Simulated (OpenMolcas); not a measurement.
# triplet GeSiNH7: levels of theory compared

Aim: a comparison of 5 runs (UHF/def2-SVP, U-r2SCAN/def2-SVP, U-revPBE/def2-SVP, UB3LYP/def2-SVP, UTPSS/def2-SVP) of triplet GeSiNH7. 

The results are computed with OpenMolcas 26.06.

### 1 The system as given

The species is GeSiNH7 (10 atoms), meant as a triplet with charge 0. SMILES of the parent species: `[SiH3][NH][GeH3]`. The coordinates come from a PBE0-D4/def2-TZVP relaxation. That shape belongs to the parent species and isn't relaxed for this state.

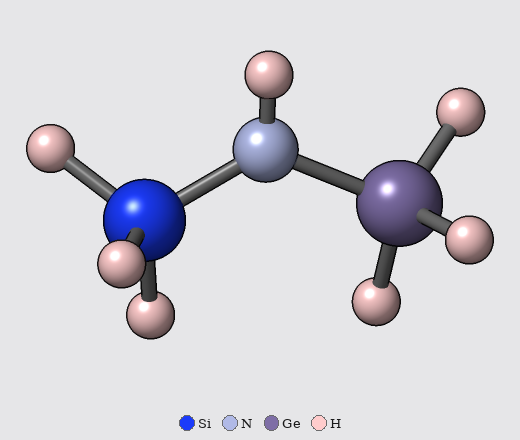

Viewed from a chosen angle; silicon blue, nitrogen light blue, germanium purple, hydrogen pink.

### 2 A single-point energy at UHF/def2-SVP (run 1)

Input file run.input:

```
* GeH7NSi Hartree-Fock
>>> EXPORT MOLCAS_PRINT=2
&GATEWAY
BASLIB=$CurrDir
COORD
10
bohr
Si    -2.16713792     0.98681498    -1.78692502
N      0.87191963     0.60301161    -0.70997011
Ge     1.92770962    -1.27707692     2.01482599
H     -3.63526615    -1.26328191    -0.96924053
H     -2.19246025     1.18523623    -4.59297935
H     -3.46859230     3.28018661    -0.78631504
H      2.19038155     1.80072002    -1.39178329
H     -0.03571582    -3.37769648     2.38559026
H      2.11630429     0.34090659     4.43254160
H      4.55008256    -2.37576368     1.40954672
BASIS=def2-SVP
GROUP=NoSym
&SEWARD
&SCF
UHF
SPIN=3
THRESHOLDS=1e-10 1e-07 1e-07 1e-05
PRORBITALS=1 1
```

The basis set def2-SVP is read from a file made from the Basis Set Exchange's data (not shown).

The run is started by

```
export MOLCAS_MEM=1860
pymolcas run.input > run.log
```

Standard output:

```text
--- Start Module: gateway ---
[...]
--- Stop Module: gateway /rc=_RC_ALL_IS_WELL_ ---
--- Start Module: seward ---
[...]
      Basis functions           99
--- Stop Module: seward /rc=_RC_ALL_IS_WELL_ ---
[...]
--- Start Module: scf ---
[...]
       Convergence after  27 Iterations
[...]
::    Total SCF energy                              -2422.2326996473
[...]
      Total spin, S                                     1.0036245343
[...]
      Total electronic charge=   60.000000
      Total            charge=   -0.000000
[...]
      Dipole Moment (debye):
      Origin of the operator (angstrom)=    0.4028   -0.2529    0.3852
                   X= -2.0805E-01               Y=  2.1739E-01               Z= -6.9148E-01           Total=  7.5412E-01
      Quadrupole Moment (debye*angstrom):
[...]
--- Stop Module: scf /rc=_RC_ALL_IS_WELL_ ---
[...]
```

It took 20 s on 1 thread of Intel Xeon Platinum 8259CL at 2.50GHz (Skylake/Cascade Lake), shared host; peak memory 0.55 GiB.

### 3 A single-point energy at U-r2SCAN/def2-SVP (run 2)

Input file test.input:

```
&gateway
 baslib
 $CurrDir
 basisset
 Si.def2-SVP....
 Si1 -1.146800 0.522200 -0.945600 angstrom
 End of Basis
 basisset
 N.def2-SVP....
 N2 0.461400 0.319100 -0.375700 angstrom
 End of Basis
 basisset
 Ge.def2-SVP....
 Ge3 1.020100 -0.675800 1.066200 angstrom
 End of Basis
 basisset
 H.def2-SVP....
 H4 -1.923700 -0.668500 -0.512900 angstrom
 H5 -1.160200 0.627200 -2.430500 angstrom
 H6 -1.835500 1.735800 -0.416100 angstrom
 H7 1.159100 0.952900 -0.736500 angstrom
 H8 -0.018900 -1.787400 1.262400 angstrom
 H9 1.119900 0.180400 2.345600 angstrom
 H10 2.407800 -1.257200 0.745900 angstrom
 End of Basis

&seward
 gridinput
 Grid=UltraFine
 End of Grid

&scf
 uhf
 spin
 3
 ksdft
 2
 1.0 MGGA_X_R2SCAN
 1.0 MGGA_C_R2SCAN
 thresholds
 1e-10 1e-07 1e-07 1e-05
 prorbitals
 1 1
```

The basis set def2-SVP is read from a file made from the Basis Set Exchange's data (not shown).

The run is started by

```
export MOLCAS_MEM=1860
pymolcas test.input > test.log
```

Standard output:

```text
--- Start Module: gateway ---
[...]
--- Stop Module: gateway /rc=_RC_ALL_IS_WELL_ ---
--- Start Module: seward ---
[...]
      Basis functions           99
--- Stop Module: seward /rc=_RC_ALL_IS_WELL_ ---
[...]
--- Start Module: scf ---
[...]
       Convergence after  25 Iterations
[...]
::    Total KS-DFT energy                           -2424.8039592345
[...]
      Total spin, S                                     1.0026210921
[...]
      Total electronic charge=   60.000000
      Total            charge=   -0.000000
[...]
      Dipole Moment (debye):
      Origin of the operator (angstrom)=    0.4028   -0.2529    0.3852
                   X=  4.9416E-01               Y=  5.1571E-01               Z= -2.6445E-01           Total=  7.6163E-01
      Quadrupole Moment (debye*angstrom):
[...]
--- Stop Module: scf /rc=_RC_ALL_IS_WELL_ ---
[...]
```

It took 2.8 min on 1 thread of Intel Xeon Platinum 8259CL at 2.50GHz (Skylake/Cascade Lake), shared host; peak memory 0.55 GiB.

Runs 3 to 4 aren't shown in full; the table further down has their settings and results.

### 4 The energy at UTPSS/def2-SVP (run 5)

Input file mol.input:

```
&GATEWAY
 BasLib=$CurrDir
 Coord
 10
 angstrom
 Si      -1.146800       0.522200      -0.945600
 N        0.461400       0.319100      -0.375700
 Ge       1.020100      -0.675800       1.066200
 H       -1.923700      -0.668500      -0.512900
 H       -1.160200       0.627200      -2.430500
 H       -1.835500       1.735800      -0.416100
 H        1.159100       0.952900      -0.736500
 H       -0.018900      -1.787400       1.262400
 H        1.119900       0.180400       2.345600
 H        2.407800      -1.257200       0.745900
 Basis=def2-SVP
 Group=NoSym

&SEWARD
 GridInput
 Grid=UltraFine
 End of Grid

&SCF
 UHF
 Spin=3
 KSDFT=2
 1.0 MGGA_X_TPSS
 1.0 MGGA_C_TPSS
 Thresholds=1e-10 1e-07 1e-07 1e-05
 PrOrbitals=1 1
```

The basis set def2-SVP is read from a file made from the Basis Set Exchange's data (not shown).

The run is started by

```
export MOLCAS_MEM=1860
pymolcas mol.input > mol.log
```

Standard output:

```text
--- Start Module: gateway ---
[...]
--- Stop Module: gateway /rc=_RC_ALL_IS_WELL_ ---
--- Start Module: seward ---
[...]
      Basis functions           99
--- Stop Module: seward /rc=_RC_ALL_IS_WELL_ ---
[...]
--- Start Module: scf ---
[...]
       Convergence after  26 Iterations
[...]
::    Total KS-DFT energy                           -2424.8921170083
[...]
      Total spin, S                                     1.0015531584
[...]
      Total electronic charge=   60.000000
      Total            charge=   -0.000000
[...]
      Dipole Moment (debye):
      Origin of the operator (angstrom)=    0.4028   -0.2529    0.3852
                   X=  5.2446E-01               Y=  5.7939E-01               Z= -3.2300E-01           Total=  8.4563E-01
      Quadrupole Moment (debye*angstrom):
[...]
--- Stop Module: scf /rc=_RC_ALL_IS_WELL_ ---
[...]
```

Wall time 2.9 min (1 thread of Intel Xeon Platinum 8259CL at 2.50GHz (Skylake/Cascade Lake), shared host); peak memory 0.55 GiB.

### 5 Overview of the runs

```tsv
run	level	integration grid	energy (Eh)	dipole moment (D)	HOMO energy (eV)	⟨S²⟩	wall time
1	UHF/def2-SVP	–	-2422.232700	0.75	-2.91	2.011	20 s
2	U-r2SCAN/def2-SVP	UltraFine	-2424.803959	0.76	-1.46	2.008	2.8 min
3	U-revPBE/def2-SVP	UltraFine	-2424.629179	0.78	-1.26	2.004	1.7 min
4	UB3LYP/def2-SVP	UltraFine	-2424.936624	0.68	-1.71	2.005	98 s
5	UTPSS/def2-SVP	UltraFine	-2424.892117	0.85	-1.28	2.005	2.9 min
```

### 6 Summary of results

| quantity | value |
| --- | --- |
| run 5: total energy | -2424.89212 Eh |
| run 5: dipole moment | 0.85 D |
| run 5: HOMO energy (highest over α and β) | -1.28 eV |
| run 5: ⟨S²⟩ | 2.005 |

In words: The dipole moment (its size) runs from 0.68 D (UB3LYP/def2-SVP) to 0.85 D (UTPSS/def2-SVP). Totals of different functionals can't be ranked against each other. All runs together took 9.3 min, the longest 2.9 min.
